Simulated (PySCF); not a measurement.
**C3H5F2, doublet, SMILES `C[CH]C(F)F`: what the electrons do**

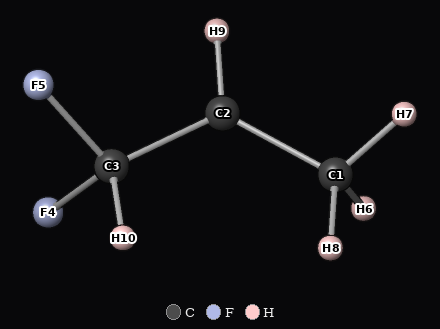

The molecule, with its atoms numbered as below. No frequency check shows the geometry to be a minimum.

Cartesian coordinates (Å):

```
C1       2.1020    0.0165   -0.1543
C2       0.7856   -0.2743    0.4311
C3      -0.4702   -0.0088   -0.2864
F4      -1.0637    1.1674    0.1295
F5      -1.4068   -0.9651   -0.0340
H6       2.5303    0.9269    0.2820
H7       2.8075   -0.7857    0.0697
H8       2.0395    0.1568   -1.2311
H9       0.7060   -0.5909    1.4566
H10     -0.3540    0.0724   -1.3786
```

Part 1: Bonding charge

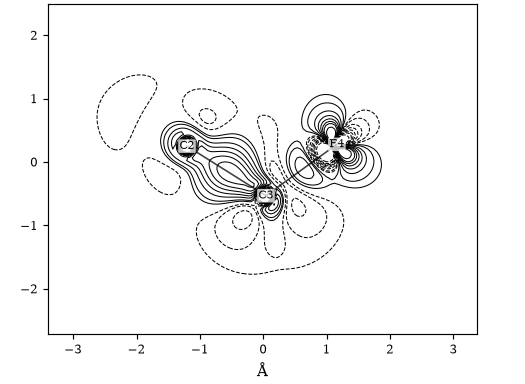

Deformation density (molecule less spherical, spin-averaged free atoms) in the plane of C2, C3 and F4; contours at ±0.05 to ±0.8 e/Å³; solid lines: gain, dashed lines: loss.

Level of theory: M06-2X/def2-TZVP (PySCF), at a geometry from GFN2-xTB. The stability of the open-shell solution wasn't checked. GFN2-xTB doesn't know the spin state, so this open-shell geometry is rough.

Question: Describe the bonding that the map shows.

Answer: C2–C3: +0.67 e/Å³ at the bond critical point (bond length 1.47 Å, Mayer order 1.1). C3–F4: −0.01 e/Å³ at the bond critical point (bond length 1.38 Å, Mayer order 1.0); up to 0.6 Å beside the axis the gain reaches +0.26 e/Å³. In all, 2.3 electrons gather in the regions of gain relative to the promolecule. A small or negative value marks a very polar bond, one between electron-rich atoms, whose free-atom densities already overlap strongly, a long bond to a heavier atom, or a closed-shell contact such as a hydrogen bond.

Question: Where do the Hirshfeld charges lie?

Answer: The highest Hirshfeld charge is on C3 (+0.13 e), the lowest on F4 (−0.14 e).

```json
{"atom": "C1", "charge (e)": "−0.12"}
{"atom": "C2", "charge (e)": "−0.02"}
{"atom": "C3", "charge (e)": "+0.13"}
{"atom": "F4", "charge (e)": "−0.14"}
{"atom": "F5", "charge (e)": "−0.12"}
{"atom": "H6", "charge (e)": "+0.06"}
{"atom": "H7", "charge (e)": "+0.06"}
{"atom": "H8", "charge (e)": "+0.05"}
{"atom": "H9", "charge (e)": "+0.05"}
{"atom": "H10", "charge (e)": "+0.05"}
```

Part 2: Local ionisation energy

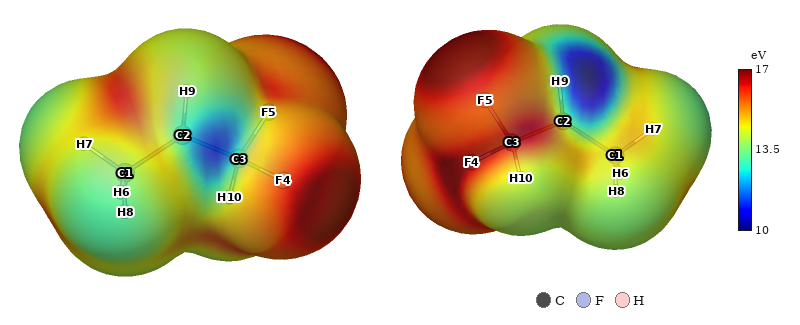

Average local ionisation energy on the surface of electron density 0.001 a.u. (back view left, front view right).

Question: Where are the most loosely bound electrons on this surface?

Answer: The lowest value is 10.1 eV, over C2, off the plane of its three bonds (2.0 Å). Further minima include 11.4 eV, over C2, off the plane of its three bonds (2.0 Å); 13.0 eV, 1.4 Å from H6; 13.6 eV, 1.3 Å from H10. For comparison, the highest occupied orbital lies at −7.8 eV.

Question: What volume does the surface enclose, and what is the dipole moment?

Answer: About 95 Å³; the dipole moment is 2.8 D.

Part 3: Spin density

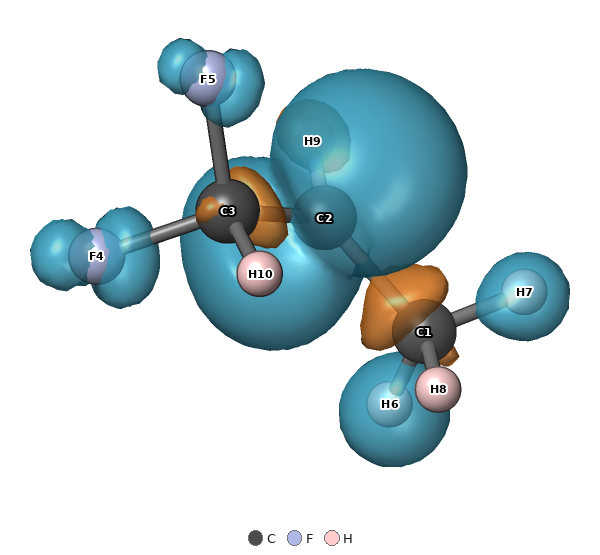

Spin density ρα − ρβ at ±0.02 e/Å³ (light blue: excess α, orange: excess β).

Question: Where is the unpaired spin?

Answer: Hirshfeld spin populations: C2 +0.68, C3 +0.07, C1 +0.06, F4 +0.04 and H6 +0.04. ⟨S²⟩ = 0.76, as for a pure state. The picture also shows regions of β spin from spin polarisation; the Hirshfeld sums, whose atoms overlap, net them against the α spin of neighbours.

Part 4: Removing or adding an electron

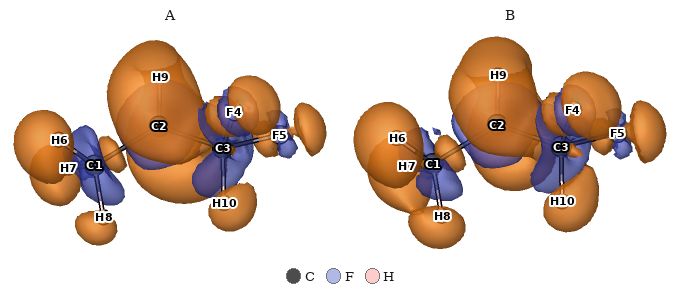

The two Fukui functions at ±0.02 e/Å³ (orange positive, blue negative).

PySCF calculation, ωB97X/aug-cc-pVDZ, gas phase; geometry: GFN2-xTB. GFN2-xTB doesn't know the spin state, so this open-shell geometry is rough.

Question: Why do the two look alike?

Answer: The electron leaves from or enters the same singly occupied orbital. A is f⁺, B is f⁻. f⁻ (Hirshfeld-condensed) is largest on C2 (0.33); the vertical ionisation energy is 9.09 eV (to the singlet cation, which needn't be its lowest state). f⁺ (Hirshfeld-condensed) is largest on C2 (0.30); the vertical electron affinity is 0.29 eV (to the singlet anion, which needn't be its lowest state).
